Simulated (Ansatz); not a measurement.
The starting structures come from a database of crystals and need not be the phases stable at ambient conditions.

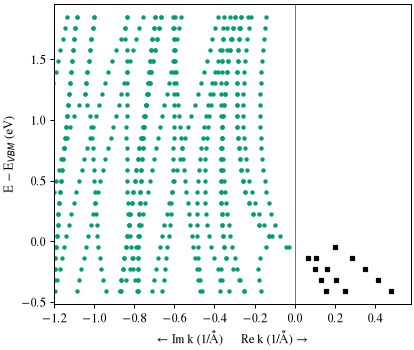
Complex bands at the centre of the two-dimensional zone; r2SCAN run with Ansatz (a program for electronic structure)

No gap correction and no spin-orbit coupling; mid-gap values are interpolated between computed energies.

This is Sr4P2O (I4/mmm, not sure to be the ambient phase, 7 atoms a cell, 26.5 Å³ an atom) along the normal of (110). Read off the slowest decay at the centre of the two-dimensional zone at 0.77 eV, the computed energy nearest the middle of the gap.

κ ≈ 0.17 1/Å, a decay length 1/(2κ) of the density of 3.0 Å.
